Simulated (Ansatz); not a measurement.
# WO$_{2}$: geometry relaxation

The run: geometry relaxation of WO$_{2}$, multiplicity 3. Method and program: UKS PBE-D4/def2-TZVP (Ansatz 0.2.0).

The geometry: PBE-D4/def2-TZVP start. Figures and captions count atoms from 1; the log counts them from 0 in places.

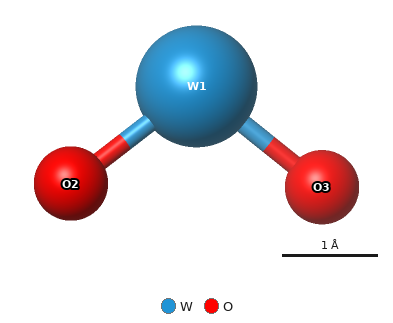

The starting structure (ball-and-stick view, seen on its broad side; atoms are numbered from 1 in the order of the input). Sticks mark near contacts. Bond lengths as drawn: O–W 1.70 Å.

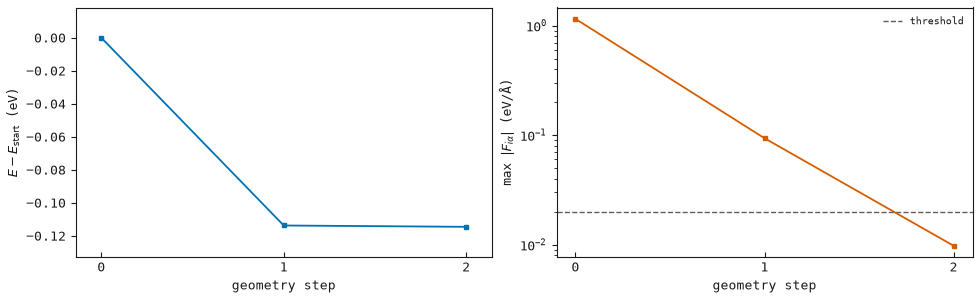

Progress of the relaxation, step by step (the first geometry is step 0 here and step 1 in the log).

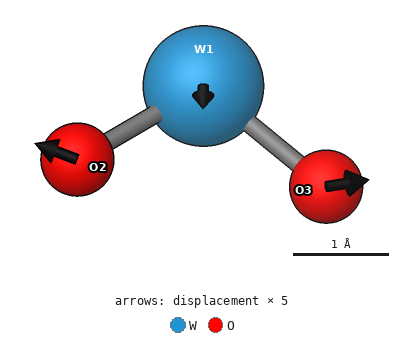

The starting structure with the displacements as black arrows, magnified 5 times (ball-and-stick view, seen at a tilt). The two geometries are laid on each other by the best rigid fit. After 2 geometry steps the energy has fallen by 0.115 eV. The largest force component goes from 1.2 to 0.0098 eV/Å. The largest moves after the best rigid fit, 0.098 Å, are those of O2 and O3. Largest moves by element: O 0.098 Å, W 0.057 Å. Among the contacts that change: W1–O2 1.696 → 1.722 Å. Among the angles that change: O2–W1–O3 103.7° → 112.0°. (Atoms are counted from 1 in the order of the input.)

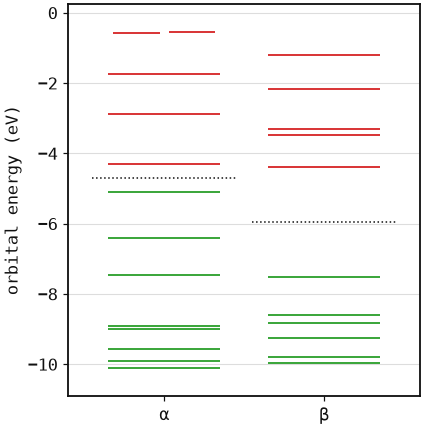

Orbital energies near the frontier for α and β spins; the dotted line parts filled from empty levels, and levels within 0.02 eV of each other stand side by side. α: highest filled −5.09 eV, lowest empty −4.29 eV, 0.80 eV apart; β: highest filled −7.51 eV, lowest empty −4.40 eV, 3.11 eV apart.

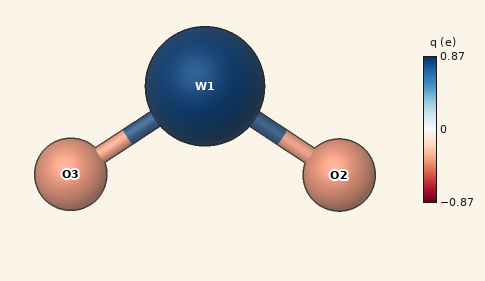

Mulliken charges, as the colour of each atom (ball-and-stick view, seen at an oblique angle; atoms are numbered from 1 in the order of the input). By element: W +0.83 and O −0.42 e.

The input that produced these results follows, with the program's output.

**Input**
```yaml
crystal:
  periodic: [false, false, false]
  atoms:
    - {symbol: W, position_ang: [0.482370, 0.099010, -0.495134]}
    - {symbol: O, position_ang: [-0.941435, 0.981170, -0.228524]}
    - {symbol: O, position_ang: [0.459065, -1.080190, 0.723658]}
basis:
  gaussian: {orbitals: def2-TZVP}
magnetization: {spin_polarized: true, initial_magnetization: 2}
hamiltonian: {xc: pbe, dispersion: d4}
scf: {omitted_lower_state_checks: [starts]}
output: {orbitals: {seedname: orbitals}}
relax: {f_tol: 0.02, max_steps: 100}
```

Command:
```bash
ansatz run in.yaml --threads 4 --pin off --events-out ev --progress --plain --max-ram 3916MiB
```

**The program's output**
```
Functional definition: PBE
  name "PBE"
  cite "Perdew, Burke & Ernzerhof, Phys. Rev. Lett. 77, 3865 (1996) doi:10.1103/PhysRevLett.77.3865"
  parent pbe
  parameter kappa = 0.804
  parameter beta = 0.06672455060314922
  exchange = pbe_x(kappa = kappa, mu = beta*pi^2/3)
  correlation = pbe_c(beta = beta)
these checks for a lower state are left out or cut short: starts
626 factors; their error is unknown
mean field evaluation 1: about -5900.3499 eV, gradient 7.3e1 eV
mean field evaluation 2: about -5526.9168 eV, gradient 2.5e2 eV
mean field evaluation 4: about -5917.6415 eV, gradient 1.8e1 eV
mean field evaluation 8: about -5919.1292 eV, gradient 3.6e-1 eV
mean field evaluation 16: about -5919.1250 eV, gradient 1.1e-4 eV
mean field -5919.12497152 eV, -217.5238305763 hartree, gradient 2.4e-5 eV, S^2 2.010986; 0 other end points of the search recorded, 0 dependent functions left out
the calculation of the forces begins
reference -5919.12501164 eV, -217.5238320508 hartree; 16, 14 occupied and 86, 88 virtual orbitals, 626 factors
relax step   1: F+E_penalty+E_count = -5919.17938426 eV  Δ(F+E_penalty+E_count) = +0.000e0 eV  max|allowed force component| = 1.153e0 eV/Å  Δτ_max = 0.0000 Å  (33 SCF iters, accepted)
these checks for a lower state are left out or cut short: starts, cluster_reference, orbital_swaps, neighbouring_geometries, increment
626 factors; their error is unknown
mean field -5919.23954135 eV, -217.5280409398 hartree, gradient 1.4e-5 eV, S^2 2.012903; 0 other end points of the search recorded, 0 dependent functions left out
the calculation of the forces begins
reference -5919.23958201 eV, -217.5280424341 hartree; 16, 14 occupied and 86, 88 virtual orbitals, 626 factors
relax step   2: F+E_penalty+E_count = -5919.29309738 eV  Δ(F+E_penalty+E_count) = -1.137e-1 eV  max|allowed force component| = 9.379e-2 eV/Å  Δτ_max = 0.0893 Å  (41 SCF iters, accepted)
these checks for a lower state are left out or cut short: starts, cluster_reference, orbital_swaps, neighbouring_geometries, increment
626 factors; their error is unknown
mean field evaluation 32: about -5919.2477 eV, gradient 1.3e-2 eV
mean field -5919.24044048 eV, -217.5280739825 hartree, gradient 2.0e-5 eV, S^2 2.013133; 0 other end points of the search recorded, 0 dependent functions left out
the calculation of the forces begins
reference -5919.24048119 eV, -217.5280754784 hartree; 16, 14 occupied and 86, 88 virtual orbitals, 626 factors
relax step   3: F+E_penalty+E_count = -5919.29390729 eV  Δ(F+E_penalty+E_count) = -8.099e-4 eV  max|allowed force component| = 9.789e-3 eV/Å  Δτ_max = 0.0084 Å  (35 SCF iters, accepted)
these checks for a lower state are left out or cut short: starts
626 factors; their error is unknown
mean field -5919.24044048 eV, -217.5280739825 hartree, gradient 2.3e-5 eV, S^2 2.013133; 0 other end points of the search recorded, 0 dependent functions left out
the calculation of the forces begins
reference -5919.24048119 eV, -217.5280754784 hartree; 16, 14 occupied and 86, 88 virtual orbitals, 626 factors
Total energy: -5919.29394799 eV, -217.5300403472 hartree
Atom 0 at     0.443281     0.090986    -0.455011 Å, force     0.009536     0.001957    -0.009789 eV/Å
Atom 1 at    -0.970994     1.057456    -0.281970 Å, force    -0.008182     0.004047     0.002573 eV/Å
Atom 2 at     0.527713    -1.148452     0.736981 Å, force    -0.001354    -0.006004     0.007216 eV/Å
Dipole moment:     0.541444     0.111139    -0.555771 e Å
Checks for a lower state left out: starts
```

**Trajectory as extended XYZ (Å, eV, eV/Å), 3 frames, from step=1 to step=3**
```
3
Properties=species:S:1:pos:R:3:forces:R:3 step=1 energy=-5919.17938
W     0.4824    0.0990   -0.4951    0.3294   0.0676  -0.3381
O    -0.9414    0.9812   -0.2285   -0.9253   1.0857  -0.3481
O     0.4591   -1.0802    0.7237    0.5959  -1.1533   0.6862
3
Properties=species:S:1:pos:R:3:forces:R:3 step=2 energy=-5919.29310
W     0.4469    0.0917   -0.4587    0.0238   0.0049  -0.0244
O    -0.9686    1.0509   -0.2773   -0.0740   0.0889  -0.0300
O     0.5217   -1.1426    0.7360    0.0502  -0.0938   0.0544
3
Properties=species:S:1:pos:R:3:forces:R:3 step=3 energy=-5919.29391
W     0.4433    0.0910   -0.4550    0.0095   0.0020  -0.0098
O    -0.9710    1.0575   -0.2820   -0.0082   0.0040   0.0026
O     0.5277   -1.1485    0.7370   -0.0014  -0.0060   0.0072
```

**Key numbers**

```json
{"quantity": "outcome", "value": "converged"}
{"quantity": "total energy", "value": "−5919.2939 eV"}
{"quantity": "mean-field energy", "value": "−5919.2405 eV"}
{"quantity": "dispersion energy", "value": "−0.0535 eV"}
{"quantity": "⟨S²⟩", "value": "2.013"}
{"quantity": "SCF solution under orbital rotations", "value": "stable"}
{"quantity": "HOMO (either spin)", "value": "−5.09 eV"}
{"quantity": "LUMO (either spin)", "value": "−4.40 eV"}
{"quantity": "largest force (length of the vector) at the end", "value": "0.014 eV/Å"}
{"quantity": "dipole moment", "value": "3.76 D"}
{"quantity": "hardware", "value": "4 threads of Arm Neoverse V1, 23 GiB of memory available, shared host"}
{"quantity": "wall time", "value": "4.1 s (CPU time 15 s)"}
{"quantity": "peak memory", "value": "0.24 GiB"}
```
